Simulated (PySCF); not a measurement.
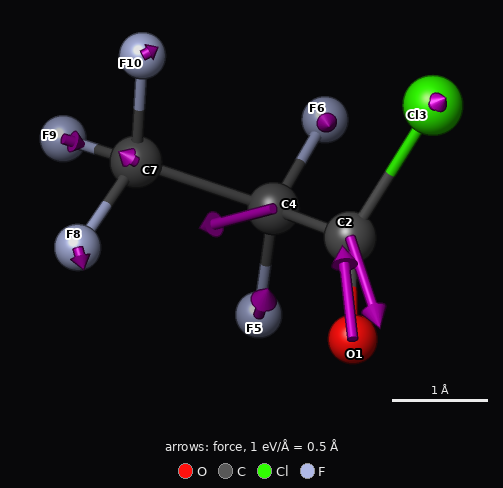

Starting geometry of C3OClF5 with the computed forces as purple arrows. Style: ball-and-stick. Shown at a tilt.

The start comes from GFN2-xTB. Its atoms were then displaced at random by about 0.01 Å.

Computed with PBE0-D3(BJ)/def2-TZVP geometry optimisation, gas phase in PySCF 2.14.0, density-fitted response routines. 

**Is this structure relaxed? If not, where do the atoms go?**

It isn't relaxed: the largest force vector, on O1, is 2.30 eV/Å. The final displacements follow the starting forces only in part (cosine between the two patterns 0.34). O1 moves most after the best rigid fit: 0.11 Å. By element the largest moves are O 0.11 Å, Cl 0.10 Å, F 0.07 Å, C 0.05 Å. Among the contacts that change: C2–C4 1.520 → 1.551 Å, C4–F5 1.364 → 1.335 Å, O1–C2 1.205 → 1.177 Å, C4–C7 1.578 → 1.551 Å. Among the angles between lasting bonds that change: C4–C7–F9 113.0° → 109.6°, C2–C4–F6 114.4° → 111.1°, Cl3–C2–C4 110.6° → 113.7°. After 6 geometry steps the energy has fallen by 3.27 kcal/mol.
